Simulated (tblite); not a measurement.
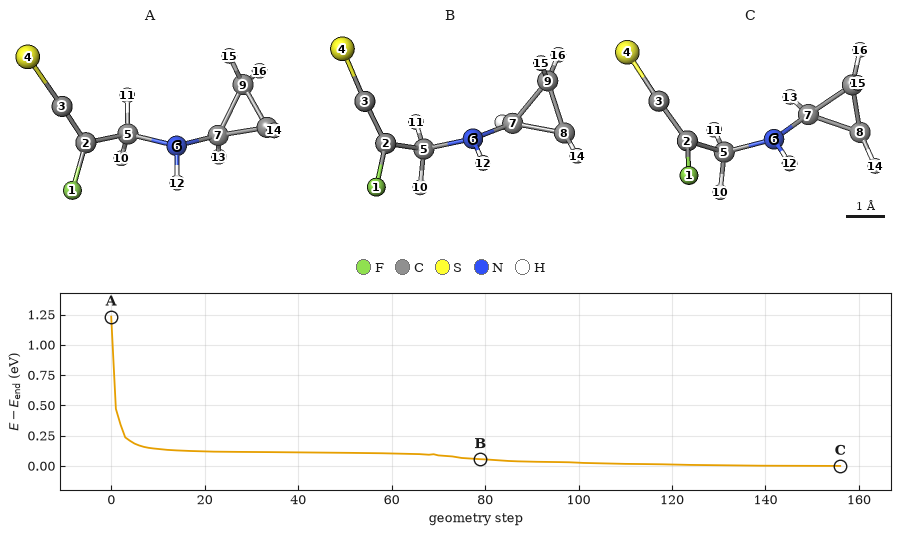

Frames of a relaxation of C6H7FNS (multiplicity 2), marked on the history of the run. A ball-and-stick model, seen at a tilt.

Level of theory: GFN2-xTB geometry optimisation, gas phase in tblite 0.8.0. 

### Describe the path.

The largest move after the best rigid fit is that of H13, 1.77 Å. Largest moves by element: H 1.77 Å, S 1.37 Å, F 1.11 Å, C 0.79 Å, N 0.23 Å. Near-neighbour distances that change, for instance: C3–S4 1.795 → 1.563 Å, N6–C7 1.469 → 1.414 Å, C7–C9 1.505 → 1.539 Å, C5–N6 1.463 → 1.430 Å. Among the angles between lasting bonds that change: C5–N6–C7 112.0° → 122.4°, C2–C3–S4 178.2° → 171.1°, C8–C7–H13 114.7° → 120.9°. Groups turn about C5–N6 by about 25°. The energy falls by 1.233 eV in 156 geometry steps. The run took 0.99 s on 1 thread of Arm Neoverse V2, with other jobs on the host. From step 0 to 79: H13 moves most (1.04 Å), energy −1.177 eV. From step 79 to 156: S4 moves most (0.95 Å), energy −0.056 eV.
